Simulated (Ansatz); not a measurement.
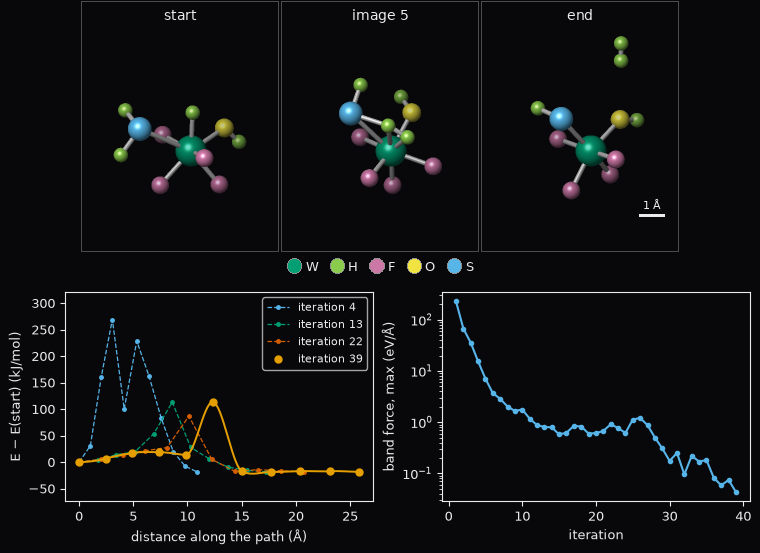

A search for the minimum-energy path of WH4SOF4 by the nudged elastic band. Images are numbered from 0 (start) to 10 (end). The plot follows the band through its iterations. A ball-and-stick model, seen at a tilt.

Level of theory: Ansatz 0.2.0, RKS BHLYP/def2-SVP. Set-up: 9 movable images; climbing image; force threshold 0.05 eV/Å; iteration limit 60; starting path through a guess of the saddle point.

Q: Judge this run.

A: The run is converged, with reservations. The band converged in 39 iterations. The largest component of the band force went from 230 to 0.044 eV/Å. The climbing image converged on the top of the path. Its vibrational analysis gives one imaginary mode (702i cm⁻¹), as a transition state must have. The first iteration put the highest image at 4173.0 kJ/mol. Forward barrier 113.4 kJ/mol, backward barrier 131.7 kJ/mol, with image 5 at the top; the reaction energy is −18.2 kJ/mol. The profile has 3 maxima (images 3, 5, 8) with a dip at image 4 (+13.3 kJ/mol), so the process runs in steps.

The run took 21 min on 4 threads of Arm Neoverse V1, on a shared host, peak memory 0.45 GiB.
